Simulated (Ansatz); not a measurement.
The starting structures come from a database of crystals and need not be the phases stable at ambient conditions.

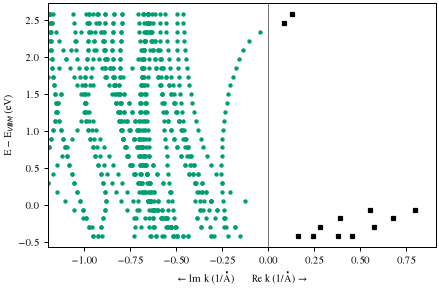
Figure. Complex bands at the centre of the two-dimensional zone; Ansatz (a program for electronic structure) with r2SCAN

The gap is the functional's own, uncorrected, and κ follows it; spin-orbit coupling is left out. Mid-gap values are interpolated between the computed energies.

Problem. This is In₂Si₂O₇ (Fd-3m, not sure to be the ambient phase, 22 atoms a cell, 9.9 Å³ an atom, -9 GPa at this level) along the normal of (110). Read off the slowest decay at the centre of the two-dimensional zone at 1.14 eV, the computed energy nearest the middle of the gap.

Solution. κ ≈ 0.24 1/Å, a decay length 1/(2κ) of the density of 2.1 Å.
